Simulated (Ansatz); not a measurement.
**Polymorphs of CuAu**

6 relaxations of CuAu ended in 5 distinct structures. Computed with PBEsol (plane waves to 420 eV, PAW, scalar-relativistic; Ansatz, an electronic-structure program).

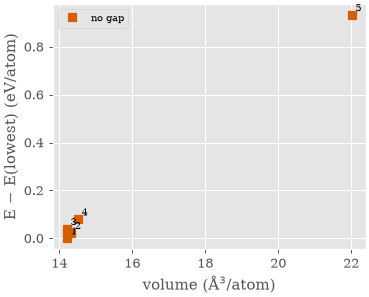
Figure: Energy against volume of the distinct structures, numbered as in the table

```tsv
#	space group	Pearson	type	E − E(lowest) (eV/atom)	V (Å³/atom)	coordination	runs ending here
1	P4/mmm	tP2	–	0.00	14.22	–	1
2	I4₁/amd	tI8	–	0.02	14.32	–	1
3	P4/nmm	tP4	–	0.04	14.20	–	2
4	R-3m	hR2	–	0.08	14.50	–	1
5	F-43m	cF8	zinc blende type	0.93	22.01	Au 4 (tetrahedral), Cu 4 (tetrahedral)	1
```

Coordination numbers (neighbours up to the widest gap in distance over summed covalent radii, below 1.35; n+m marks a second, longer set). All are gapless at this level. P4/mmm, tP2 is the lowest of the structures calculated here.

```cif
data_AuCu
_chemical_formula_sum 'Cu1 Au1'
_space_group_name_H-M_alt 'P4/mmm'
_space_group_IT_number 123
_space_group_name_Hall '-P 4 2'
_cell_length_a 2.82193
_cell_length_b 2.82193
_cell_length_c 3.57062
_cell_angle_alpha 90.000
_cell_angle_beta 90.000
_cell_angle_gamma 90.000
loop_
_atom_site_label
_atom_site_type_symbol
_atom_site_symmetry_multiplicity
_atom_site_Wyckoff_symbol
_atom_site_fract_x
_atom_site_fract_y
_atom_site_fract_z
_atom_site_occupancy
Cu1 Cu 1 a 0.00000 0.00000 0.00000 1
Au1 Au 1 d 0.50000 0.50000 0.50000 1
```

Each run could gain symmetry but not lose that of its start, so entries can be saddle points. From databases, or of a type measured for this composition: P4/mmm, tP2; the others are generated cells (placed on structure types, drawn at random, substituted or restacked) that were not matched to a known phase here. Static energies at zero pressure. No spin polarisation in the result.
